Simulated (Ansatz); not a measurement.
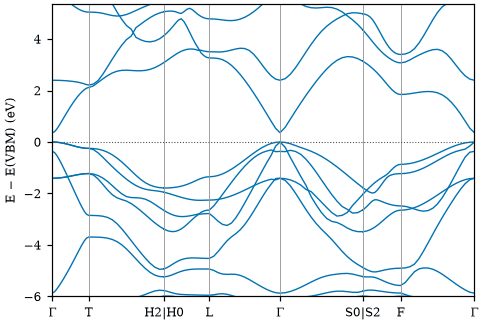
Fig. 1. Band structure from plane-wave PAW PBEsol (Ansatz code)

**Question.** Read off the gap and where the band edges lie.

**Answer.** About 0.4 eV (0.36 eV by a search for the band edges); maximum at Γ, minimum at Γ.

The material is ZnHgS$_{2}$ in space group R3m (No. 160; Zn on 3a, Hg on 3a, S on 3a, S on 3a).

The first step of the workflow began from a Materials Project structure, measured or hypothetical; the Crystallography Open Database copy checked does not list it. Its standing as an ambient phase is unchecked. The cell was relaxed with PBEsol under the symmetry of its start; of distortions, only those at the zone centre were tested. Scalar-relativistic: spin–orbit coupling is off unless named, which matters more the heavier the elements.

Potentials: the later of the program's two PAW sets.
